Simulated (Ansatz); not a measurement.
The figure comes from a scan of CoP$_{3}$ (space group Im-3): the cell is scaled evenly about its relaxed volume V₀. Level of theory: PBEsol (plane waves to 420 eV, PAW, scalar-relativistic; Ansatz, an electronic-structure program). k mesh 5×5×5 (Γ-centred), Fermi-Dirac smearing 0.05 eV. Stress and pressure are positive under compression. At this level the bands of CoP3 touch or barely overlap; measurements give the solid a gap. CoP3 is run without spin polarisation. CoP3 was relaxed with its symmetry unable to fall. 

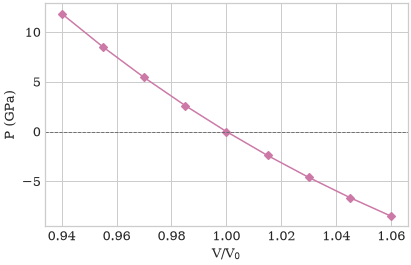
Fig. 1. P (GPa) against V/V₀; computed points joined by lines.

Read the plotted values off the figure, to the accuracy that the plot allows.

To the nearest 0.5:

| V/V₀ | P (GPa) |
|---|---|
| 0.940 | 12.0 |
| 0.955 | 8.5 |
| 0.970 | 5.5 |
| 0.985 | 2.5 |
| 1.000 | 0.0 |
| 1.015 | -2.5 |
| 1.030 | -4.5 |
| 1.045 | -6.5 |
| 1.060 | -8.5 |

(A scan under strain: stresses follow from slopes of the energy per volume, elastic moduli from its curvatures.)
